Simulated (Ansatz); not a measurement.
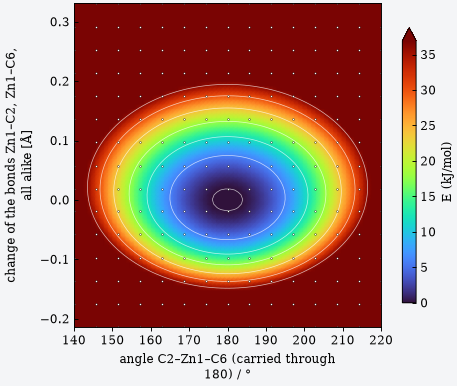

ZnMe2 (C₂H₆Zn). Coordinates scanned: (1) angle C2–Zn1–C6 (carried through 180); (2) change of the bonds Zn1–C2, Zn1–C6, all alike. Nothing is relaxed (all other coordinates rigid). The grid has 15 × 15 points. Points are written as (first, second). All energies are given in kJ/mol relative to the lowest grid point. Computed with RKS PBE-D4/def2-TZVP (Ansatz 0.2.0).

In the figure: a smooth colour map with a few white contour lines, dots at the grid points, one colour for all values above the top of the scale. Between grid points the surface is interpolated.

### Estimate the position of the minimum and the force constants in these coordinates.

The interpolated minimum is at the first coordinate ≈ 180.0°, the second coordinate ≈ 0.000 Å. The curvatures there are about 2 eV/rad² and 27 eV/Å², with a cross term of about 0 eV/(rad·Å). Round the minimum the two coordinates are nearly uncoupled. (1 eV is 96.5 kJ/mol.)
